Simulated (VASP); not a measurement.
# RuPtN2 with PBE + TS: from relaxation to properties, part 2 of 5

What structure does RuPtN2 take at this level, and what are its properties? The cell is invented: it takes the structure of a Materials Project entry for RuN (space group 216 there), with some of its atoms replaced by other elements, volume scaled by an estimate. It may not be a known or stable phase.

VASP 6.6.1, plane waves and PAW; the level of theory is named at each step.

Still holding for the runs below: This run has no spin polarisation, although Ru can carry a moment. The k-mesh is coarse for a metal.

So far. Step 2 (Rough relaxation of the start cell): It ends with a largest force of 0.032 eV/Å and a pressure of -0.09 GPa. The relaxed cell has a = 3.250, c = 4.705 Å (conventional setting).

### 3. Full relaxation (PBE + TS)

Level of this step: PBE with TS, no spin polarisation; plane waves and PAW (Pt, Ru_pv, N); invented cell (VASP).

Properties are meant for the cell that this level of theory prefers, so cell and atoms are relaxed first (ISIF = 3) until forces and stress are small; EDIFFG sets the threshold.

INCAR reads:

```
SYSTEM = RuPtN2
PREC = Accurate
ENCUT = 520
EDIFF = 1E-06
NELM = 100
ISMEAR = -1
SIGMA = 0.05
LREAL = .FALSE.
ALGO = Normal
GGA = PE
IVDW = 20
NBANDS = 23
LORBIT = 11
LWAVE = .FALSE.
LCHARG = .FALSE.
KPAR = 2
IBRION = 2
NSW = 60
ISIF = 3
EDIFFG = -0.01
```

POSCAR reads:

```
RuPtN2
1.0
    3.2503548469      0.0000000000      0.0000000000
    0.0000000000      3.2503548469      0.0000000000
    0.0000000000      0.0000000000      4.7050880246
Pt Ru N
1 1 2
Direct
    0.0000000000      0.0000000000      0.0000000000
    0.5000000000      0.5000000000      0.5000000000
    0.0000000000      0.5000000000      0.7260144936
    0.5000000000      0.0000000000      0.2739855064
```

KPOINTS reads:

```
Automatic mesh
0
Gamma
6 6 4
0 0 0
```

PAW data sets: Pt, Ru_pv and N (PBE family, release 64).

Run with:

```bash
mpirun -np 2 vasp_std
```

Numbers of over 12 decimals in the logs are rounded to 6 here.

Output:

```text
[... set-up lines as in an earlier step ...]
 entering main loop
       N       E                     dE             d eps       ncg     rms          rms(c)
DAV:   1     0.280141146104E+03    0.28014E+03   -0.19395E+04  1404   0.147E+03
DAV:   2    -0.211787717200E+02   -0.30132E+03   -0.28874E+03  1618   0.392E+02
DAV:   3    -0.339121385430E+02   -0.12733E+02   -0.12567E+02  1590   0.843E+01
DAV:   4    -0.340553174233E+02   -0.14318E+00   -0.14294E+00  1576   0.933E+00
DAV:   5    -0.340580060223E+02   -0.26886E-02   -0.26885E-02  1618   0.118E+00    0.350E+01
DAV:   6    -0.307655945940E+02    0.32924E+01   -0.27390E+01  1613   0.440E+01    0.159E+01
DAV:   7    -0.296994481607E+02    0.10661E+01   -0.54087E+00  1523   0.235E+01    0.132E+01
DAV:   8    -0.300916523340E+02   -0.39220E+00   -0.27967E+00  1577   0.161E+01    0.767E+00
DAV:   9    -0.295665401959E+02    0.52511E+00   -0.19454E+00  1534   0.114E+01    0.109E+00
DAV:  10    -0.295610210832E+02    0.55191E-02   -0.42099E-02  1541   0.153E+00    0.326E-01
DAV:  11    -0.295610335013E+02   -0.12418E-04   -0.22950E-03  1678   0.338E-01    0.138E-01
DAV:  12    -0.295610799189E+02   -0.46418E-04   -0.14062E-04  1643   0.983E-02    0.386E-02
DAV:  13    -0.295610860646E+02   -0.61457E-05   -0.16411E-05  1634   0.367E-02    0.106E-02
DAV:  14    -0.295610867565E+02   -0.69191E-06   -0.15990E-06  1314   0.981E-03
 augmentation electrons   34.191502
 total        electrons   34.191502
 augmentation electrons   4139.10654948353
 total        electrons   4139.10654948353
 augmentation electrons   8.845463
 soft         electrons   25.346039
 total        electrons   34.191502
 translations:           2           2           1
   1 F= -.30798349E+02 E0= -.30786591E+02  d E =-.307983E+02
 curvature:   0.00 expect dE= 0.000E+00 dE for cont linesearch  0.000E+00
 trial: gam= 0.00000 g(F)=  0.388E-03 g(S)=  0.198E-02 ort = 0.000E+00 (trialstep = 0.100E+01)
 search vector abs. value=  0.237E-02
 bond charge predicted
       N       E                     dE             d eps       ncg     rms          rms(c)
DAV:   1    -0.295712037910E+02   -0.10118E-01   -0.48445E-01  1380   0.627E+00    0.112E+00
DAV:   2    -0.295602478825E+02    0.10956E-01   -0.77756E-02  1443   0.285E+00    0.608E-01
DAV:   3    -0.295558553377E+02    0.43925E-02   -0.29935E-02  1471   0.175E+00    0.608E-01
DAV:   4    -0.295539482037E+02    0.19071E-02   -0.63835E-03  1474   0.799E-01    0.187E-01
DAV:   5    -0.295538558320E+02    0.92372E-04   -0.72870E-04  1625   0.244E-01    0.135E-01
DAV:   6    -0.295538715238E+02   -0.15692E-04   -0.12863E-04  1665   0.864E-02    0.205E-02
DAV:   7    -0.295538713914E+02    0.13236E-06   -0.17821E-05  1657   0.281E-02    0.756E-03
DAV:   8    -0.295538714519E+02   -0.60497E-07   -0.10972E-06   901   0.944E-03
 augmentation electrons   34.190837
 total        electrons   34.190837
 augmentation electrons   4112.68766199912
 total        electrons   4112.68766199912
 augmentation electrons   8.844165
 soft         electrons   25.346672
 total        electrons   34.190837
 translations:           2           2           1
   2 F= -.30798849E+02 E0= -.30787160E+02  d E =-.499418E-03
[...]
3 F= -.30799094E+02 E0= -.30787379E+02  d E =-.745137E-03
[...]
4 F= -.30799721E+02 E0= -.30788063E+02  d E =-.626728E-03
[...]
5 F= -.30799769E+02 E0= -.30788126E+02  d E =-.674853E-03
[...]
6 F= -.30799943E+02 E0= -.30788260E+02  d E =-.173752E-03
[...]
7 F= -.30799964E+02 E0= -.30788234E+02  d E =-.195273E-03
[...]
8 F= -.30799917E+02 E0= -.30788146E+02  d E =0.477072E-04
 trial-energy change:    0.000048  1 .order    0.000044   -0.000133    0.000220
 step:   0.4171(harm=  0.4356)  dis= 0.00036  next Energy=   -30.799988 (dE=-0.237E-04)
 bond charge predicted
       N       E                     dE             d eps       ncg     rms          rms(c)
DAV:   1    -0.295609183142E+02    0.81855E-03   -0.23569E-02  1380   0.135E+00    0.245E-01
DAV:   2    -0.295605796946E+02    0.33862E-03   -0.45500E-03  1527   0.704E-01    0.173E-01
DAV:   3    -0.295601923718E+02    0.38732E-03   -0.18981E-03  1527   0.442E-01    0.127E-01
DAV:   4    -0.295601153386E+02    0.77033E-04   -0.26309E-04  1501   0.156E-01    0.446E-02
DAV:   5    -0.295601110940E+02    0.42447E-05   -0.36738E-05  1665   0.539E-02    0.295E-02
DAV:   6    -0.295601129815E+02   -0.18876E-05   -0.65739E-06  1559   0.194E-02    0.520E-03
DAV:   7    -0.295601132573E+02   -0.27574E-06   -0.89440E-07   706   0.663E-03
 augmentation electrons   34.190655
 total        electrons   34.190655
 augmentation electrons   4128.05943849795
 total        electrons   4128.05943849795
 augmentation electrons   8.844374
 soft         electrons   25.346281
 total        electrons   34.190655
 translations:           2           2           1
   9 F= -.30799984E+02 E0= -.30788239E+02  d E =-.196941E-04
 curvature:  -0.41 expect dE=-0.115E-05 dE for cont linesearch -0.403E-07
 trial: gam=-0.08699 g(F)=  0.444E-06 g(S)=  0.237E-05 ort = 0.461E-05 (trialstep = 0.101E+01)
 search vector abs. value=  0.364E-05
 reached required accuracy - stopping structural energy minimisation
```

Elapsed: 59 s, on 2 MPI ranks of AMD EPYC 9R14 (Zen 4), shared host; peak memory 0.33 GiB; 1.9 min of CPU time.

Parts of OUTCAR (step 3):

```text
  LATTYP: Found a simple tetragonal cell.
 ALAT       =     3.2503548469
 C/A-ratio  =     1.4475613421

The static configuration has the point symmetry D_2d.

 Found     30 irreducible k-points:

   k-points           NKPTS =     30   k-points in BZ     NKDIM =     30   number of bands    NBANDS=     23

   dimension x,y,z NGX =    24 NGY =   24 NGZ =   36
   dimension x,y,z NGXF=    48 NGYF=   48 NGZF=   72

   ENCUT  =  520.0 eV  38.22 Ry    6.18 a.u.   6.04  6.04  8.75*2*pi/ulx,y,z

   NELECT =      34.0000    total number of electrons

 E-fermi :   9.0088

 k-point     1 :       0.0000    0.0000    0.0000
  band No.  band energies     occupation
    ...
     14       6.1679      2.00000
     15       7.3869      2.00000
     16       8.1428      2.00000
     17       8.3805      1.99999
     18       8.3805      1.99999
     19       9.3399      0.00266
     20      12.4528      0.00000
     21      12.6904      0.00000
     22      12.6904      0.00000
     23      16.8350      0.00000

 k-point     2 :       0.1667    0.0000    0.0000
  band No.  band energies     occupation
    ...
     12       4.9891      2.00000
     13       5.8166      2.00000
     14       6.0086      2.00000
     15       6.9227      2.00000
     16       7.4511      2.00000
     17       9.0906      0.32621
     18       9.1524      0.10711
     19       9.9738      0.00000
     20      12.1382      0.00000
     21      12.2289      0.00000
    ...

  Hirshfeld charges:
            ion         q(e)
   ------------------------------
      1     Pt       0.26680503
      2     Ru       0.27838490
      3     N       -0.27259497
      4     N       -0.27259497

  Number of pair interactions contributing to vdW energy:  105568

  Edisp (eV):   -1.23987

  Total       0.00983     0.00983    -0.00168     0.00000     0.00000     0.00000
  in kB       0.31785     0.31785    -0.05416     0.00000     0.00000     0.00000
  external pressure =        0.19 kB  Pullay stress =        0.00 kB

  energy-cutoff  :      520.00
  volume of cell :       49.57
      direct lattice vectors                 reciprocal lattice vectors
     3.232976983  0.000000000 -0.000000000     0.309312440  0.000000000  0.000000000
     0.000000000  3.232976983  0.000000000     0.000000000  0.309312440  0.000000000
    -0.000000000  0.000000000  4.742848949     0.000000000  0.000000000  0.210843738

 POSITION                                       TOTAL-FORCE (eV/Angst)
 -----------------------------------------------------------------------------------
      0.00000      0.00000     -0.00000         0.000000     -0.000000      0.000000
      1.61649      1.61649      2.37142         0.000000      0.000000      0.000000
     -0.00000      1.61649      3.44569         0.000000     -0.000000     -0.002144
      1.61649      0.00000      1.29716        -0.000000     -0.000000      0.002144
 -----------------------------------------------------------------------------------
    total drift:                                0.000000      0.000000     -0.000000

  FREE ENERGIE OF THE ION-ELECTRON SYSTEM (eV)
  ---------------------------------------------------
  free  energy   TOTEN  =       -30.7999841073 eV

  energy  without entropy=      -30.7764948689  energy(sigma->0) =      -30.78823949

 total charge
# of ion       s       p       d       tot
------------------------------------------
    1        0.612   0.648   8.089   9.349
    2        0.379   6.306   6.073  12.759
    3        1.263   2.379   0.000   3.642
    4        1.263   2.379   0.000   3.642
--------------------------------------------------
tot          3.517  11.713  14.162  29.392

[... 2 parts as in an earlier step ...]

[... 7 further parts left out ...]
```

CONTCAR:

```
RuPtN2
   1.00000000000000
     3.2329769831412283    0.0000000000000000   -0.0000000000000000
     0.0000000000000000    3.2329769831412283    0.0000000000000000
    -0.0000000000000000    0.0000000000000000    4.7428489492657846
  Pt              Ru              N
     1     1     2
Direct
     0.0000000000000000    0.0000000000000000    0.0000000000000000
     0.5000000000000000    0.5000000000000000    0.5000000000000000
     0.0000000000000000    0.5000000000000000    0.7265014170598549
     0.5000000000000000    0.0000000000000000    0.2734985829401451
```

Relaxation path:

| step | energy less that of the first step (eV) | largest force (eV/Å) | pressure (GPa) | volume (Å³) |
| --- | --- | --- | --- | --- |
| 1 | 0.0000 | 0.0634 | -0.58 | 49.71 |
| 2 | -0.0005 | 0.0136 | 0.94 | 49.38 |
| 3 | -0.0007 | 0.0319 | 0.38 | 49.50 |
| 4 | -0.0014 | 0.0324 | 0.03 | 49.57 |
| 5 | -0.0014 | 0.0448 | -0.08 | 49.58 |
| 6 | -0.0016 | 0.0252 | 0.05 | 49.56 |
| 7 | -0.0016 | 0.0054 | 0.18 | 49.54 |
| 8 | -0.0016 | 0.0041 | -0.27 | 49.64 |
| 9 | -0.0016 | 0.0021 | 0.02 | 49.57 |

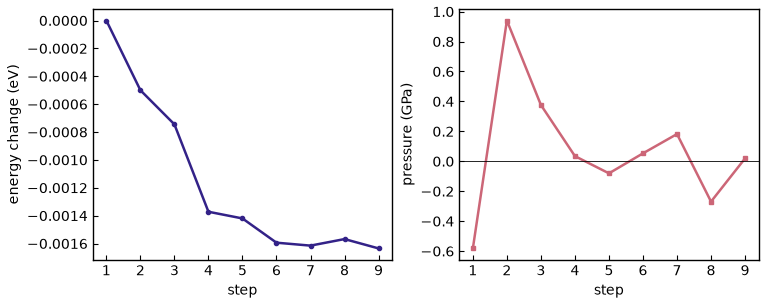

Energy and pressure along the relaxation.

| conventional cell, symmetrised | before | after | change |
| --- | --- | --- | --- |
| a (Å) | 3.250 | 3.233 | -0.5 % |
| b (Å) | 3.250 | 3.233 | -0.5 % |
| c (Å) | 4.705 | 4.743 | +0.8 % |
| volume (Å³/atom) | 12.43 | 12.39 | -0.3 % |

Final coordinates:

```xyz
4
Lattice="3.2330 0.0000 0.0000 0.0000 3.2330 0.0000 0.0000 0.0000 4.7428" Properties=species:S:1:pos:R:3 pbc="T T T"
Pt    0.0000    0.0000    0.0000
Ru    1.6165    1.6165    2.3714
N     0.0000    1.6165    3.4457
N     1.6165    0.0000    1.2972
```

This step gave:

| Item | Value |
| --- | --- |
| irreducible k-points | 30 |
| Fermi energy | 9.009 eV |
| pressure | 0.01938 GPa |
| SCF cycles over all ionic steps | 67 |

It ends with a largest force of 0.002 eV/Å and a pressure of 0.02 GPa.

### 4. Density, ELF and potential (PBE + TS)

A single point on the relaxed cell gives a clean self-consistent state, with density, ELF and potential written out.

Changes to INCAR since step 3:

```diff
@@ -14,7 +14,5 @@
 LWAVE = .FALSE.
-LCHARG = .FALSE.
-KPAR = 2
-IBRION = 2
-NSW = 60
-ISIF = 3
-EDIFFG = -0.01
+LCHARG = .TRUE.
+ISIF = 2
+LELF = .TRUE.
+LVHAR = .TRUE.
```

POSCAR reads:

```
RuPtN2
1.0
    3.2329769831      0.0000000000      0.0000000000
    0.0000000000      3.2329769831      0.0000000000
    0.0000000000      0.0000000000      4.7428489493
Pt Ru N
1 1 2
Direct
    0.0000000000      0.0000000000      0.0000000000
    0.5000000000      0.5000000000      0.5000000000
    0.0000000000      0.5000000000      0.7265014171
    0.5000000000      0.0000000000      0.2734985829
```

KPOINTS is that of step 3.

Run with:

```bash
mpirun -np 2 vasp_std
```

Output:

```text
[banner, memory and clock lines left out]
running    2 mpi-ranks, on    1 nodes
 distrk:  each k-point on    2 cores,    1 groups
 distr:  one band on    1 cores,    2 groups

 POSCAR found type information on POSCAR PtRuN
 POSCAR found :  3 types and       4 ions
 LDA part: xc-table for (Slater+PW92), standard interpolation
|                                                                             |
|           W    W    AA    RRRRR   N    N  II  N    N   GGGG   !!!           |
|           W    W   A  A   R    R  NN   N  II  NN   N  G    G  !!!           |
|           W    W  A    A  R    R  N N  N  II  N N  N  G       !!!           |
|           W WW W  AAAAAA  RRRRR   N  N N  II  N  N N  G  GGG   !            |
|           WW  WW  A    A  R   R   N   NN  II  N   NN  G    G                |
|           W    W  A    A  R    R  N    N  II  N    N   GGGG   !!!           |
|                                                                             |
|     The number of bands has been changed from the values supplied in        |
|     The orbitals not found in the WAVECAR file will be initialized with     |
|     random numbers, which is usually adequate. For correlated               |
|     calculations, however, you should redo the groundstate calculation.     |
|     I found NBANDS = 23. Now, NBANDS = 24.                                  |
|                                                                             |

 POSCAR, INCAR and KPOINTS ok, starting setup
 FFT: planning ... GRIDC
 FFT: planning ... GRID_SOFT
 FFT: planning ... GRID
 WAVECAR not read
 entering main loop
       N       E                     dE             d eps       ncg     rms          rms(c)
DAV:   1     0.270859534108E+03    0.27086E+03   -0.19102E+04  1488   0.140E+03
DAV:   2    -0.226537230944E+02   -0.29351E+03   -0.28061E+03  1704   0.378E+02
DAV:   3    -0.339494826089E+02   -0.11296E+02   -0.11173E+02  1744   0.784E+01
DAV:   4    -0.340592903067E+02   -0.10981E+00   -0.10976E+00  1624   0.796E+00
DAV:   5    -0.340613305814E+02   -0.20403E-02   -0.20402E-02  1800   0.101E+00    0.352E+01
DAV:   6    -0.307273706700E+02    0.33340E+01   -0.23990E+01  1688   0.421E+01    0.160E+01
DAV:   7    -0.296761740223E+02    0.10512E+01   -0.47434E+00  1568   0.224E+01    0.130E+01
DAV:   8    -0.301097737632E+02   -0.43360E+00   -0.25974E+00  1632   0.151E+01    0.747E+00
DAV:   9    -0.295662159476E+02    0.54356E+00   -0.18768E+00  1624   0.112E+01    0.979E-01
DAV:  10    -0.295598784423E+02    0.63375E-02   -0.40352E-02  1648   0.148E+00    0.310E-01
DAV:  11    -0.295598943366E+02   -0.15894E-04   -0.24757E-03  1800   0.339E-01    0.142E-01
DAV:  12    -0.295599328258E+02   -0.38489E-04   -0.15314E-04  1744   0.106E-01    0.355E-02
DAV:  13    -0.295599373390E+02   -0.45132E-05   -0.17954E-05  1768   0.383E-02    0.103E-02
DAV:  14    -0.295599380908E+02   -0.75181E-06   -0.17441E-06  1424   0.934E-03
 augmentation electrons   34.190647
 total        electrons   34.190647
 augmentation electrons   4128.05943842270
 total        electrons   4128.05943842270
 augmentation electrons   8.844388
 soft         electrons   25.346259
 total        electrons   34.190647
 translations:           2           2           1
   1 F= -.30799808E+02 E0= -.30788063E+02  d E =-.234909E-01
```

The job ended after 19 s (2 MPI ranks; peak memory 0.25 GiB; 37 s of CPU time).

OUTCAR, selected parts (step 4):

```text
  LATTYP: Found a simple tetragonal cell.
 ALAT       =     3.2329769831
 C/A-ratio  =     1.4670221824

The static configuration has the point symmetry D_2d.

 Found     30 irreducible k-points:

   k-points           NKPTS =     30   k-points in BZ     NKDIM =     30   number of bands    NBANDS=     24

   ENCUT  =  520.0 eV  38.22 Ry    6.18 a.u.   6.01  6.01  8.82*2*pi/ulx,y,z

   NELECT =      34.0000    total number of electrons

 E-fermi :   9.0087

 k-point     1 :       0.0000    0.0000    0.0000
  band No.  band energies     occupation
    ...
     14       6.1680      2.00000
     15       7.3869      2.00000
     16       8.1426      2.00000
     17       8.3804      1.99999
     18       8.3804      1.99999
     19       9.3397      0.00266
     20      12.4527      0.00000
     21      12.6902      0.00000
     22      12.6902      0.00000
     23      16.8349      0.00000
    ...

 k-point     2 :       0.1667    0.0000    0.0000
  band No.  band energies     occupation
    ...
     12       4.9891      2.00000
     13       5.8166      2.00000
     14       6.0086      2.00000
     15       6.9226      2.00000
     16       7.4509      2.00000
     17       9.0905      0.32612
     18       9.1523      0.10723
     19       9.9736      0.00000
     20      12.1381      0.00000
     21      12.2288      0.00000
    ...

  Hirshfeld charges:
            ion         q(e)
   ------------------------------
      1     Pt       0.26690976
      2     Ru       0.27830243
      3     N       -0.27260609
      4     N       -0.27260609

  Edisp (eV):   -1.23987

  Total       0.01415     0.01415     0.00180     0.00000     0.00000     0.00000
  in kB       0.45719     0.45719     0.05831     0.00000     0.00000     0.00000
  external pressure =        0.32 kB  Pullay stress =        0.00 kB

  energy-cutoff  :      520.00
  volume of cell :       49.57
      direct lattice vectors                 reciprocal lattice vectors
     3.232976983  0.000000000  0.000000000     0.309312440  0.000000000  0.000000000
     0.000000000  3.232976983  0.000000000     0.000000000  0.309312440  0.000000000
     0.000000000  0.000000000  4.742848949     0.000000000  0.000000000  0.210843738

 POSITION                                       TOTAL-FORCE (eV/Angst)
 -----------------------------------------------------------------------------------
      0.00000      0.00000      0.00000        -0.000000      0.000000      0.000000
      1.61649      1.61649      2.37142         0.000000     -0.000000      0.000000
      0.00000      1.61649      3.44569         0.000000      0.000000     -0.002194
      1.61649      0.00000      1.29716         0.000000      0.000000      0.002194
 -----------------------------------------------------------------------------------
    total drift:                                0.000000      0.000000     -0.000000

  FREE ENERGIE OF THE ION-ELECTRON SYSTEM (eV)
  ---------------------------------------------------
  free  energy   TOTEN  =       -30.7998079787 eV

  energy  without entropy=      -30.7763170887  energy(sigma->0) =      -30.78806253

[... 5 parts as in an earlier step ...]

[... 6 further parts left out ...]
```

This step gave:

```
SCF cycles : 14
bands      : 24
pressure   : 0.03242 GPa
```

Valence electrons inside each PAW sphere by angular momentum. Sphere charges, by row:

| atom | s (e) | p (e) | d (e) | tot (e) |
| --- | --- | --- | --- | --- |
| Pt1 | 0.612 | 0.648 | 8.089 | 9.349 |
| Ru2 | 0.379 | 6.306 | 6.073 | 12.76 |
| N3 | 1.263 | 2.379 | 0 | 3.642 |
| N4 | 1.263 | 2.379 | 0 | 3.642 |

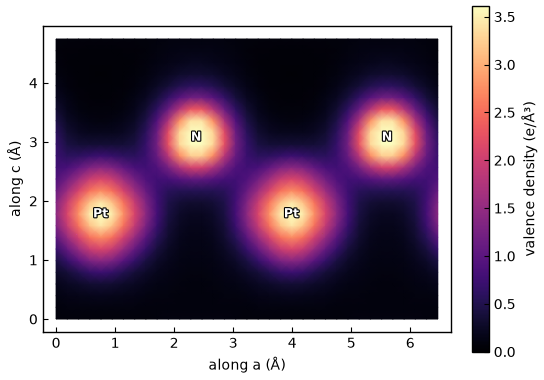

Valence density in the ac plane at fractional y = 0.000, with atoms of Pt and N within 0.2 Å of it. It is the smooth field of the valence electrons, not physical close to the nuclei. The map starts off the cell's origin, so that atoms lie inside it.

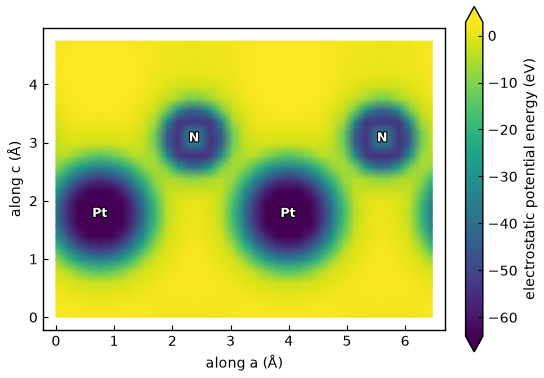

Electrostatic potential energy in the ac plane at fractional y = 0.000, with atoms of Pt and N within 0.2 Å of it. With pseudopotentials it is smooth inside the atoms' cores, unlike the true potential. The map starts off the cell's origin, so that atoms lie inside it.

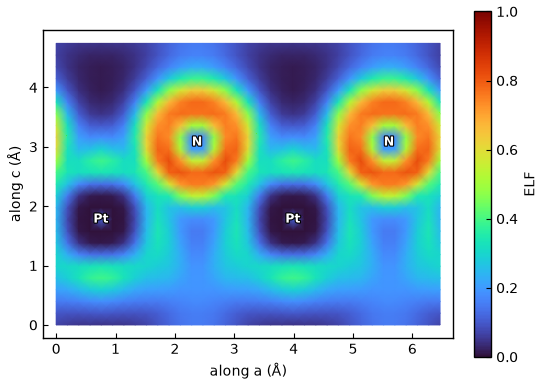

ELF in the ac plane at fractional y = 0.000, with atoms of Pt and N within 0.2 Å of it. It is the smooth field of the valence electrons, not physical close to the nuclei. The map starts off the cell's origin, so that atoms lie inside it.

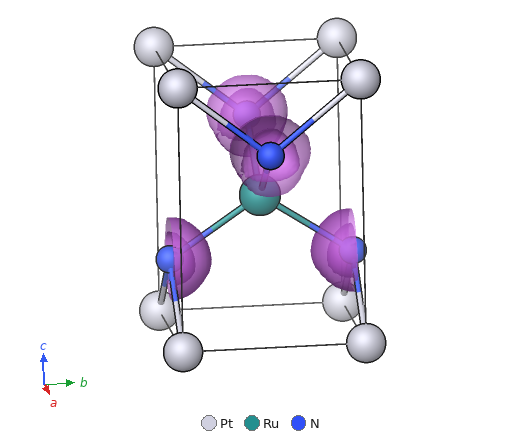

Surface of ELF = 0.75.

In this run the pressure is 0.03 GPa, small enough to go on.

[end of part 2 of 5]

[Lines on the potential files, build, host, timing and source positions are cut from VASP's logs without a mark.]

[Logs are printed without paths, hosts, clocks, repeated set-up lines and the standing remarks that a program may print on its own settings, such as how far it seeks lower states.]

[Hosts, paths, dates, database ids (printed as entryN), source tags and the programs' standing remarks are cut or masked in the printed files.]

[A measured line is paired with the nearest computed mode of its activity, which favours agreement.]

[In band tables of VASP the shares of atoms and orbitals are scaled to a sum of 1 inside the atoms' spheres.]
